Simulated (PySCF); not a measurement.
## Energy and gradient calculation, with input and output: CH₇BO₂Si (part 2 of 2)

CH₇BO₂Si; BP86/def2-TZVP, RKS (PySCF 2.14.0). The geometry comes from this level: PBE0-D4/def2-TZVP.

Geometry of the input (Å):
```
B  -0.9938  1.1058  1.7146
O  -0.9003  0.4941  0.5201
C  0.0628  0.8802  -0.4381
O  1.0570  -0.0739  -0.5361
Si 0.7698  -1.6561  -0.9368
H  -0.2746  2.0339  1.9693
H  -1.8165  0.6879  2.4738
H  -0.4701  0.9920  -1.3896
H  0.5255  1.8266  -0.1433
H  -0.2248  -1.7138  -2.0424
H  0.2653  -2.4368  0.2191
H  2.0767  -2.1953  -1.3765
```

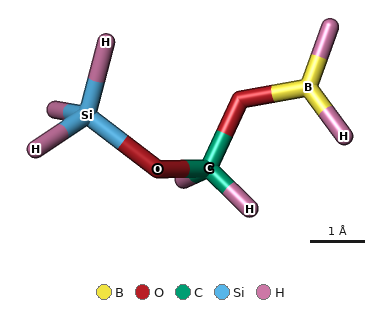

Fig. 1: The structure as given in the input (stick view, seen at a tilt).

### Output, continued
```
MO #130 energy= 2.21951185100212   occ= 0
MO #131 energy= 2.2559367978836    occ= 0
MO #132 energy= 2.27677997210534   occ= 0
MO #133 energy= 2.29723317780604   occ= 0
MO #134 energy= 2.3076671828608    occ= 0
MO #135 energy= 2.32971492578364   occ= 0
MO #136 energy= 2.33949122625027   occ= 0
MO #137 energy= 2.3750948360189    occ= 0
MO #138 energy= 2.39013751635637   occ= 0
MO #139 energy= 2.45357011936844   occ= 0
MO #140 energy= 2.51594450951793   occ= 0
MO #141 energy= 2.54284471048992   occ= 0
MO #142 energy= 2.57875806183604   occ= 0
MO #143 energy= 2.62357506695718   occ= 0
MO #144 energy= 2.64922698318587   occ= 0
MO #145 energy= 2.68790776764323   occ= 0
MO #146 energy= 2.75687021887571   occ= 0
MO #147 energy= 2.77498128584048   occ= 0
MO #148 energy= 2.8056025408757    occ= 0
MO #149 energy= 2.82173274991315   occ= 0
MO #150 energy= 2.90196433497853   occ= 0
MO #151 energy= 2.91002544606526   occ= 0
MO #152 energy= 2.92611089980199   occ= 0
MO #153 energy= 2.97600782773446   occ= 0
MO #154 energy= 2.99859856567003   occ= 0
MO #155 energy= 3.02651255304356   occ= 0
MO #156 energy= 3.07857482218555   occ= 0
MO #157 energy= 3.17210803167281   occ= 0
MO #158 energy= 3.22804340365265   occ= 0
MO #159 energy= 3.25104360232568   occ= 0
MO #160 energy= 3.35002797680913   occ= 0
MO #161 energy= 3.36453817718893   occ= 0
MO #162 energy= 3.37305291503248   occ= 0
MO #163 energy= 3.43006285081319   occ= 0
MO #164 energy= 3.49609834885905   occ= 0
MO #165 energy= 3.52993517734042   occ= 0
MO #166 energy= 3.6389461211981    occ= 0
MO #167 energy= 3.71501968788839   occ= 0
MO #168 energy= 4.11696630710658   occ= 0
MO #169 energy= 4.19223967389987   occ= 0
MO #170 energy= 4.4132526692232    occ= 0
MO #171 energy= 4.48726675667687   occ= 0
MO #172 energy= 5.03896943111064   occ= 0
MO #173 energy= 5.04958040213385   occ= 0
MO #174 energy= 5.1104497084524    occ= 0
MO #175 energy= 5.12820920968397   occ= 0
MO #176 energy= 5.18445582880424   occ= 0
MO #177 energy= 5.27405732311902   occ= 0
MO #178 energy= 5.40687029709949   occ= 0
MO #179 energy= 5.51434636557253   occ= 0
MO #180 energy= 5.62317145441375   occ= 0
MO #181 energy= 5.70578294277716   occ= 0
MO #182 energy= 5.8179602437761    occ= 0
MO #183 energy= 5.89675610029282   occ= 0
MO #184 energy= 5.94597158221405   occ= 0
MO #185 energy= 6.03020221695964   occ= 0
MO #186 energy= 6.06329088376275   occ= 0
MO #187 energy= 6.09982033184692   occ= 0
MO #188 energy= 6.3729371585206    occ= 0
MO #189 energy= 6.41233395274547   occ= 0
MO #190 energy= 6.43651868803358   occ= 0
MO #191 energy= 6.5151175514622    occ= 0
MO #192 energy= 6.5332490061594    occ= 0
MO #193 energy= 6.64638915808731   occ= 0
MO #194 energy= 6.77706083791874   occ= 0
MO #195 energy= 6.9201609009444    occ= 0
MO #196 energy= 6.92396373953736   occ= 0
MO #197 energy= 6.95465577675787   occ= 0
MO #198 energy= 7.07274591988051   occ= 0
MO #199 energy= 10.9394133947109   occ= 0
MO #200 energy= 14.6886164436539   occ= 0
MO #201 energy= 22.2759792417242   occ= 0
MO #202 energy= 43.391046021216    occ= 0
MO #203 energy= 43.4820479930264   occ= 0
 ** Mulliken pop on meta-lowdin orthogonal AOs  **
 ** Mulliken pop  **
pop of  0 B 1s            1.99965
pop of  0 B 2s            0.87859
pop of  0 B 3s            0.00501
pop of  0 B 4s            0.00041
pop of  0 B 5s            0.00060
pop of  0 B 2px           0.68854
pop of  0 B 2py           0.65752
pop of  0 B 2pz           0.64674
pop of  0 B 3px           0.00558
pop of  0 B 3py           0.00825
pop of  0 B 3pz           0.01125
pop of  0 B 4px           0.00042
pop of  0 B 4py           0.00072
pop of  0 B 4pz           0.00176
pop of  0 B 3dxy          0.00174
pop of  0 B 3dyz          0.00194
pop of  0 B 3dz^2         0.00268
pop of  0 B 3dxz          0.00204
pop of  0 B 3dx2-y2       0.00035
pop of  0 B 4dxy          0.00031
pop of  0 B 4dyz          0.00025
pop of  0 B 4dz^2         0.00016
pop of  0 B 4dxz          0.00038
pop of  0 B 4dx2-y2       0.00016
pop of  0 B 4f-3          0.00013
pop of  0 B 4f-2          0.00026
pop of  0 B 4f-1          0.00032
pop of  0 B 4f+0          0.00024
pop of  0 B 4f+1          0.00030
pop of  0 B 4f+2          0.00022
pop of  0 B 4f+3          0.00019
pop of  1 O 1s            1.99994
pop of  1 O 2s            1.55054
pop of  1 O 3s            0.00321
pop of  1 O 4s            0.00083
pop of  1 O 5s            0.00005
pop of  1 O 2px           1.57521
pop of  1 O 2py           1.70740
pop of  1 O 2pz           1.45219
pop of  1 O 3px           0.00318
pop of  1 O 3py           0.00292
pop of  1 O 3pz           0.00355
pop of  1 O 4px           0.00021
pop of  1 O 4py           0.00035
pop of  1 O 4pz           0.00033
pop of  1 O 3dxy          0.00193
pop of  1 O 3dyz          0.00229
pop of  1 O 3dz^2         0.00141
pop of  1 O 3dxz          0.00155
pop of  1 O 3dx2-y2       0.00169
pop of  1 O 4dxy          0.00015
pop of  1 O 4dyz          0.00024
pop of  1 O 4dz^2         0.00015
pop of  1 O 4dxz          0.00009
pop of  1 O 4dx2-y2       0.00012
pop of  1 O 4f-3          0.00002
pop of  1 O 4f-2          0.00013
pop of  1 O 4f-1          0.00039
pop of  1 O 4f+0          0.00029
pop of  1 O 4f+1          0.00024
pop of  1 O 4f+2          0.00019
pop of  1 O 4f+3          0.00001
pop of  2 C 1s            1.99987
pop of  2 C 2s            0.97555
pop of  2 C 3s            0.00396
pop of  2 C 4s            0.00110
pop of  2 C 5s            0.00014
pop of  2 C 2px           0.84096
pop of  2 C 2py           0.96521
pop of  2 C 2pz           0.99214
pop of  2 C 3px           0.01013
pop of  2 C 3py           0.00459
pop of  2 C 3pz           0.00521
pop of  2 C 4px           0.00073
pop of  2 C 4py           0.00081
pop of  2 C 4pz           0.00061
pop of  2 C 3dxy          0.00249
pop of  2 C 3dyz          0.00276
pop of  2 C 3dz^2         0.00278
pop of  2 C 3dxz          0.00352
pop of  2 C 3dx2-y2       0.00339
pop of  2 C 4dxy          0.00031
pop of  2 C 4dyz          0.00008
pop of  2 C 4dz^2         0.00021
pop of  2 C 4dxz          0.00014
pop of  2 C 4dx2-y2       0.00023
pop of  2 C 4f-3          0.00020
pop of  2 C 4f-2          0.00030
pop of  2 C 4f-1          0.00007
pop of  2 C 4f+0          0.00019
pop of  2 C 4f+1          0.00089
pop of  2 C 4f+2          0.00008
pop of  2 C 4f+3          0.00046
pop of  3 O 1s            1.99993
pop of  3 O 2s            1.60836
pop of  3 O 3s            0.00310
pop of  3 O 4s            0.00095
pop of  3 O 5s            0.00009
pop of  3 O 2px           1.64177
pop of  3 O 2py           1.46086
pop of  3 O 2pz           1.83073
pop of  3 O 3px           0.00361
pop of  3 O 3py           0.00358
pop of  3 O 3pz           0.00581
pop of  3 O 4px           0.00036
pop of  3 O 4py           0.00094
pop of  3 O 4pz           0.00039
pop of  3 O 3dxy          0.00294
pop of  3 O 3dyz          0.00093
pop of  3 O 3dz^2         0.00227
pop of  3 O 3dxz          0.00155
pop of  3 O 3dx2-y2       0.00224
pop of  3 O 4dxy          0.00021
pop of  3 O 4dyz          0.00023
pop of  3 O 4dz^2         0.00032
pop of  3 O 4dxz          0.00013
pop of  3 O 4dx2-y2       0.00027
pop of  3 O 4f-3          0.00028
pop of  3 O 4f-2          0.00006
pop of  3 O 4f-1          0.00023
pop of  3 O 4f+0          0.00017
pop of  3 O 4f+1          0.00011
pop of  3 O 4f+2          0.00012
pop of  3 O 4f+3          0.00021
pop of  4 Si 1s           1.99998
pop of  4 Si 2s           1.99956
pop of  4 Si 3s           1.04737
pop of  4 Si 4s           0.00545
pop of  4 Si 5s           0.00035
pop of  4 Si 2px          1.99979
pop of  4 Si 2py          1.99978
pop of  4 Si 2pz          1.99979
pop of  4 Si 3px          0.83789
pop of  4 Si 3py          0.50735
pop of  4 Si 3pz          0.82123
pop of  4 Si 4px          0.01162
pop of  4 Si 4py          0.01047
pop of  4 Si 4pz          0.01095
pop of  4 Si 5px          0.00066
pop of  4 Si 5py          0.00165
pop of  4 Si 5pz          0.00065
pop of  4 Si 6px          0.00009
pop of  4 Si 6py          0.00020
pop of  4 Si 6pz          0.00009
pop of  4 Si 3dxy         0.00873
pop of  4 Si 3dyz         0.01280
pop of  4 Si 3dz^2        0.00476
pop of  4 Si 3dxz         0.00743
pop of  4 Si 3dx2-y2      0.00745
pop of  4 Si 4dxy         0.00208
pop of  4 Si 4dyz         0.00210
pop of  4 Si 4dz^2        0.00108
pop of  4 Si 4dxz         0.00196
pop of  4 Si 4dx2-y2      0.00201
pop of  4 Si 4f-3         0.00047
pop of  4 Si 4f-2         0.00039
pop of  4 Si 4f-1         0.00040
pop of  4 Si 4f+0         0.00015
pop of  4 Si 4f+1         0.00048
pop of  4 Si 4f+2         0.00073
pop of  4 Si 4f+3         0.00026
pop of  5 H 1s            1.00543
pop of  5 H 2s            0.00330
pop of  5 H 3s            0.00109
pop of  5 H 2px           0.00041
pop of  5 H 2py           0.00072
pop of  5 H 2pz           0.00018
pop of  6 H 1s            0.98253
pop of  6 H 2s            0.00409
pop of  6 H 3s            0.00115
pop of  6 H 2px           0.00059
pop of  6 H 2py           0.00017
pop of  6 H 2pz           0.00053
pop of  7 H 1s            0.88042
pop of  7 H 2s            0.00541
pop of  7 H 3s            0.00320
pop of  7 H 2px           0.00045
pop of  7 H 2py           0.00015
pop of  7 H 2pz           0.00076
pop of  8 H 1s            0.87294
pop of  8 H 2s            0.00556
pop of  8 H 3s            0.00318
pop of  8 H 2px           0.00047
pop of  8 H 2py           0.00059
pop of  8 H 2pz           0.00018
pop of  9 H 1s            1.09999
pop of  9 H 2s            0.00347
pop of  9 H 3s            0.00109
pop of  9 H 2px           0.00178
pop of  9 H 2py           0.00017
pop of  9 H 2pz           0.00213
pop of  10 H 1s           1.09140
pop of  10 H 2s           0.00385
pop of  10 H 3s           0.00109
pop of  10 H 2px          0.00052
pop of  10 H 2py          0.00098
pop of  10 H 2pz          0.00284
pop of  11 H 1s           1.08114
pop of  11 H 2s           0.00380
pop of  11 H 3s           0.00063
pop of  11 H 2px          0.00321
pop of  11 H 2py          0.00050
pop of  11 H 2pz          0.00033
 ** Mulliken atomic charges  **
charge of    0B =      0.08331
charge of    1O =     -0.31080
charge of    2C =      0.18091
charge of    3O =     -0.57276
charge of    4Si =      0.69179
charge of    5H =     -0.01114
charge of    6H =      0.01094
charge of    7H =      0.10961
charge of    8H =      0.11708
charge of    9H =     -0.10863
charge of   10H =     -0.10069
charge of   11H =     -0.08962
Dipole moment(X, Y, Z, Debye):  0.05176,  0.43208, -0.94058
```

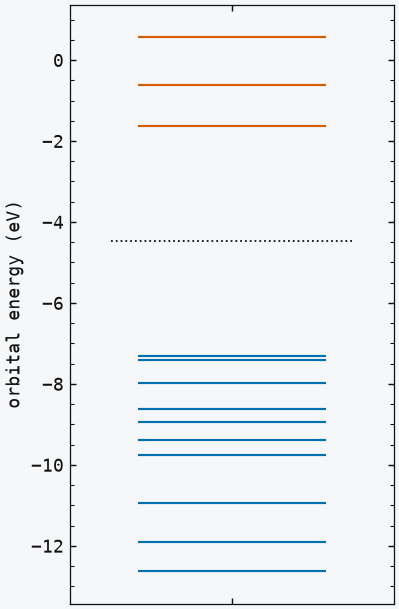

Fig. 2: Orbital energies near the frontier; the dotted line parts filled from empty levels, and levels within 0.02 eV of each other stand side by side. Highest filled −7.31 eV, lowest empty −1.64 eV, 5.67 eV apart.
